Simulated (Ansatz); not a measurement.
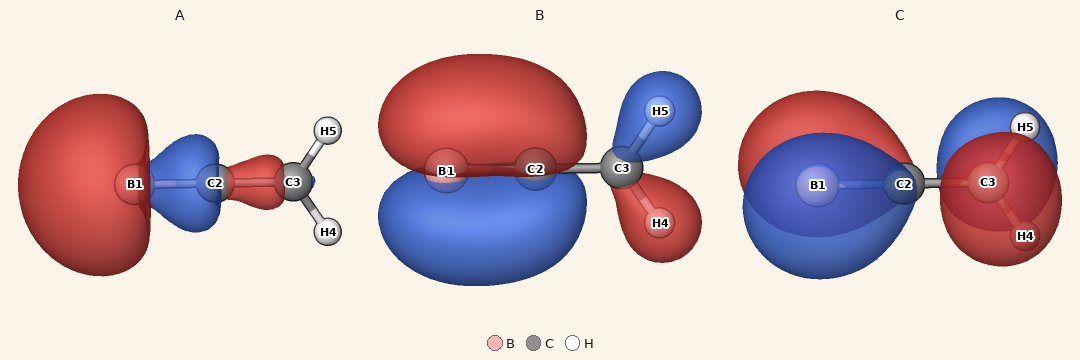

C₂H₂B (SMILES [B]=C=C) (doublet). Three frontier orbitals at ±0.1 Å⁻³ᐟ² (blue and red are the two phases), in no order.

Geometry: PBE0-D4/def2-TZVP.

The calculation used UKS PBE0-D4/def2-TZVPP (Ansatz 0.2.0).

Input file:

```
crystal:
  periodic: [false, false, false]
  atoms:
    - {symbol: B, position_ang: [-2.099241, -0.191383, -0.091307]}
    - {symbol: C, position_ang: [-0.745634, -0.067992, -0.032467]}
    - {symbol: C, position_ang: [0.563667, 0.051373, 0.024562]}
    - {symbol: H, position_ang: [1.220319, -0.811860, 0.137286]}
    - {symbol: H, position_ang: [1.060889, 1.019852, -0.038063]}
basis:
  gaussian: {orbitals: def2-TZVPP}
magnetization: {spin_polarized: true, initial_magnetization: 1}
hamiltonian: {xc: pbe0, dispersion: d4}
output: {orbitals: {seedname: orbitals}}
```

Launched as:

```sh
ansatz run in.yaml --threads 2 --pin off --events-out ev --progress --plain --max-ram 4352MiB
```

Order the three orbitals by energy and name them. All are α orbitals.

Answer. A is the HOMO−1 (α) (−8.51 eV). By Hirshfeld shares it lies mainly on B1 (about 90 %) and C2 (about 10 %); it is symmetric in the molecular plane (an in-plane orbital: σ, lone-pair or in-plane π type). B is the HOMO (α) (−6.61 eV). Its weight (Hirshfeld) is mainly on B1 (about 45 %), C2 (about 40 %) and C3 (about 5 %); it is symmetric in the molecular plane (an in-plane orbital: σ, lone-pair or in-plane π type). C is the LUMO (α) (−2.99 eV). By Hirshfeld shares it lies mainly on B1 (about 50 %), C3 (about 30 %) and C2 (about 15 %); it changes sign across the molecular plane (π type); π-bonding across B1–C2; π-antibonding (a node) across C2–C3.

What is the gap between the highest occupied and lowest empty α orbitals?

Answer. 3.62 eV between the orbital energies.
